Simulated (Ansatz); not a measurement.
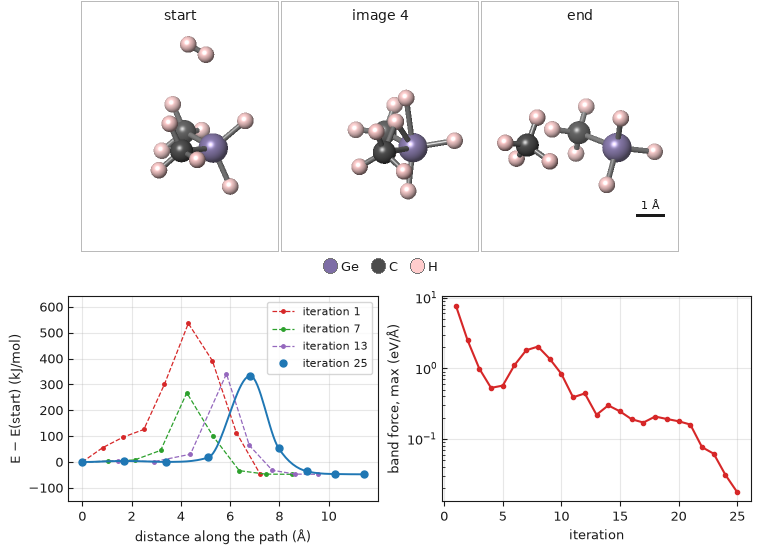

A search for the minimum-energy path of C2H10Ge, made up of C₂H₈Ge and H$_{2}$ by the nudged elastic band. Images are numbered from 0 (start) to 8 (end). The plot follows the band through its iterations. The picture is a ball-and-stick view, seen from a free direction.

All numbers below come from RKS B3LYP-D4/def2-mTZVP in Ansatz 0.2.0. Set-up: 7 movable images; climbing image; force threshold 0.03 eV/Å; iteration limit 60; starting path through a guess of the saddle point.

How did the profile develop, and is the result final?

The run is converged, with reservations. The band converged in 25 iterations. The largest component of the band force went from 7.7 to 0.018 eV/Å. The climbing image converged on the top of the path. Its vibrational analysis gives one imaginary mode (1935i cm⁻¹), as a transition state must have. The first iteration put the highest image at 535.9 kJ/mol. Forward barrier 333.2 kJ/mol, backward barrier 380.8 kJ/mol, with image 4 at the top; the reaction energy is −47.6 kJ/mol.

Limits of the set-up: the start holds two separate molecules, 2.8 Å apart at their closest, whose relative position is a soft coordinate.

The run took 14 min on 2 threads of Arm Neoverse N1, on a shared host, peak memory 0.26 GiB.
